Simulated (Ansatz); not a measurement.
SiNH6Cl: several calculations on one system

**1. Relaxation**

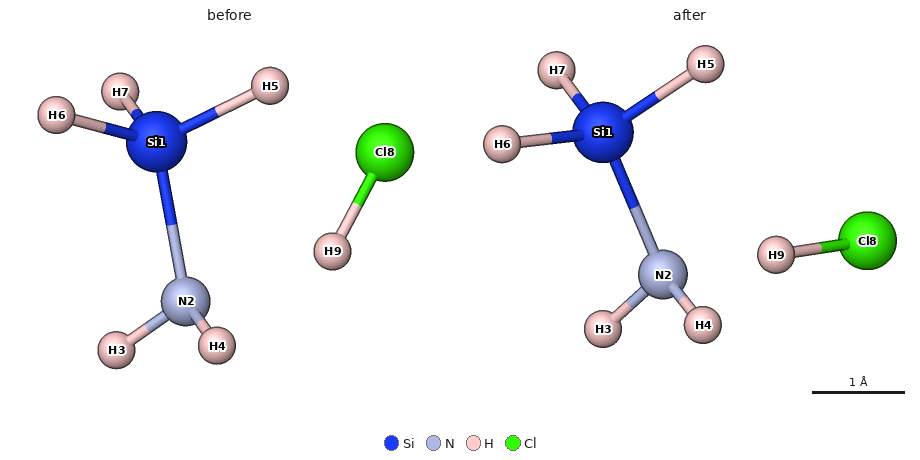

The structure of SiNH6Cl before (left) and after (right) a relaxation, at one scale.

A ball-and-stick model, seen from a free direction.

The run prepares an end point of a later path (reaction) calculation, from a guessed geometry.

Method: RKS PBE0/6-31G* in Ansatz 0.2.0. (no spin polarisation; force threshold 0.03 eV/Å; at most 50 steps)

Question: What changed between the two?

Answer: The largest move after the best rigid fit is that of Cl8, 1.02 Å. Largest moves by element: Cl 1.02 Å, H 0.46 Å, N 0.39 Å, Si 0.22 Å. Among the contacts that change: Si1–N2 1.794 → 1.772 Å, Cl8–H9 1.335 → 1.355 Å, Si1–H6 1.496 → 1.491 Å. After 8 accepted moves (9 points after the start) the energy has fallen by 0.316 eV. The largest force component goes from 0.87 to 0.012 eV/Å. The line search rejected the trial step at point 8 of the run. The run took 29 s on 1 thread of Arm Neoverse V1, with other jobs on the host, peak memory 0.13 GiB.

Limits of the set-up: the start holds two separate molecules, 2.2 Å apart at their closest, whose relative position is a soft coordinate and is computed without a dispersion correction.

**2. Relaxation**

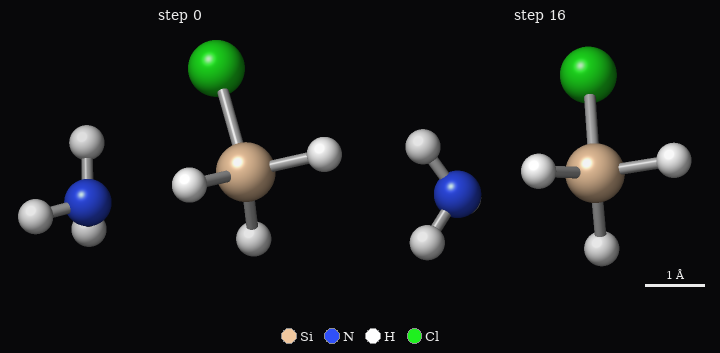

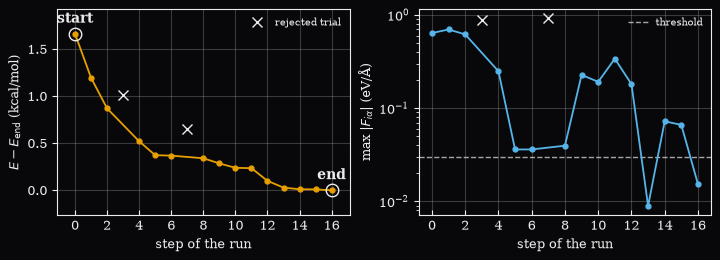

First and last geometry of a relaxation of SiNH6Cl, with the history of the run. A ball-and-stick model, seen at a tilt.

The run prepares an end point of a later path (reaction) calculation, from a guessed geometry.

Level of theory: Ansatz, RKS PBE0/6-31G*.

Input
```yaml
crystal:
  periodic: [false, false, false]
  atoms:
    - { symbol: Si, position_ang: [0.438258, -0.266793, -0.463037] }
    - { symbol: "N", position_ang: [-0.24729, -0.202233, 2.474819] }
    - { symbol: H, position_ang: [-1.117675, -0.428982, 2.947776] }
    - { symbol: H, position_ang: [0.197379, 0.532718, 3.018046] }
    - { symbol: H, position_ang: [0.83798, -0.317683, -1.896769] }
    - { symbol: H, position_ang: [0.63384, 1.112771, 0.032529] }
    - { symbol: H, position_ang: [-0.94361, -0.777811, -0.335091] }
    - { symbol: Cl, position_ang: [1.791539, -1.589828, 0.481345] }
    - { symbol: H, position_ang: [0.36678, -1.032059, 2.553682] }
basis:
  gaussian: { orbitals: "6-31G*" }
hamiltonian:
  xc: pbe0
relax:
  f_tol: 0.03
  max_steps: 50
```

Command:
```bash
ansatz run input.yaml --threads 1 --pin off --max-ram 2048MiB --backend cpu --events-out ev --progress --plain --runs-dir out
```

**Read the history and describe the run.**

It converged. The largest move after the best rigid fit is that of H3, 0.70 Å. Largest moves by element: H 0.70 Å, Cl 0.38 Å, N 0.23 Å, Si 0.21 Å. Near-neighbour distances that change, for instance: Si1–N2 3.017 → 2.610 Å, Si1–Cl8 2.115 → 2.089 Å, N2–H9 1.035 → 1.017 Å, Si1–H5 1.489 → 1.497 Å. Among the angles between lasting bonds that change: H5–Si1–H6 108.6° → 105.1°, H6–Si1–Cl8 110.4° → 113.8°, H5–Si1–Cl8 103.7° → 100.5°. The energy falls by 1.66 kcal/mol in 14 accepted moves (16 points after the start). The largest force component goes from 0.64 to 0.015 eV/Å. The line search rejected the trial steps at points 3, 7 of the run. The forces were under the threshold at step 13, but the run went on from there. The run took 48 s on 1 thread of Arm Neoverse V1, on a shared host, peak memory 0.13 GiB.

Limits of the set-up: the start holds two separate molecules, 2.6 Å apart at their closest, whose relative position is a soft coordinate and is computed without a dispersion correction.

**3. Path**

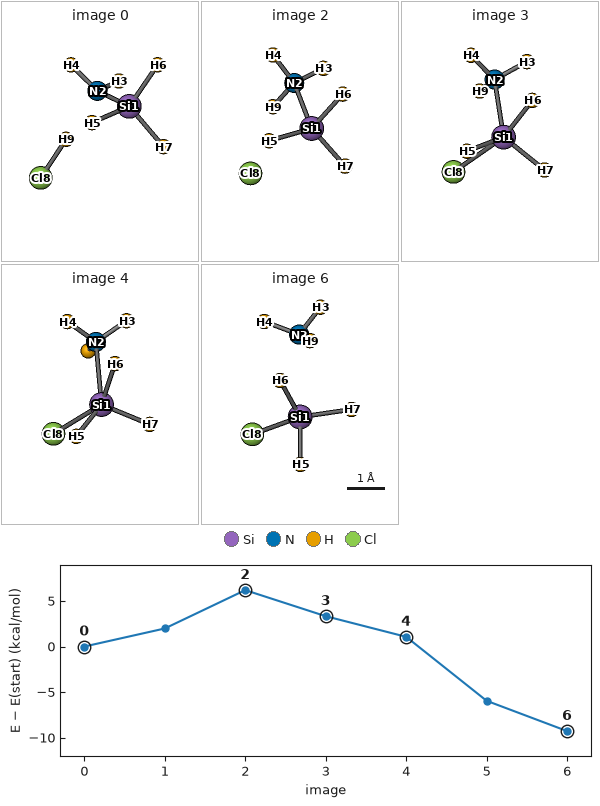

A nudged-elastic-band calculation for SiNH6Cl. Images are numbered from 0 (start) to 6 (end). Style: ball-and-stick. Shown from a free direction.

Computed with Ansatz 0.2.0, RKS PBE0/6-31G*. Set-up: 5 movable images; climbing image; force threshold 0.05 eV/Å; iteration limit 60; starting path through a guess of the saddle point.

Q: Describe the mechanism and the energy profile.

A: Forward barrier 6.2 kcal/mol, backward barrier 15.5 kcal/mol, with image 2 at the top; the reaction energy is −9.3 kcal/mol. Breaking: Cl8–H9 (1.35 → 1.92 at the top → 3.09 Å), Si1–N2 (1.77 → 1.89 at the top → 2.61 Å). Forming: N2–H9 (1.68 → 1.08 at the top → 1.02 Å), Si1–Cl8 (4.04 → 2.84 at the top → 2.09 Å). The band converged in 18 iterations, with a climbing image at the top. At the top, the vibrational analysis gives one imaginary mode (133i cm⁻¹), as a transition state must have.
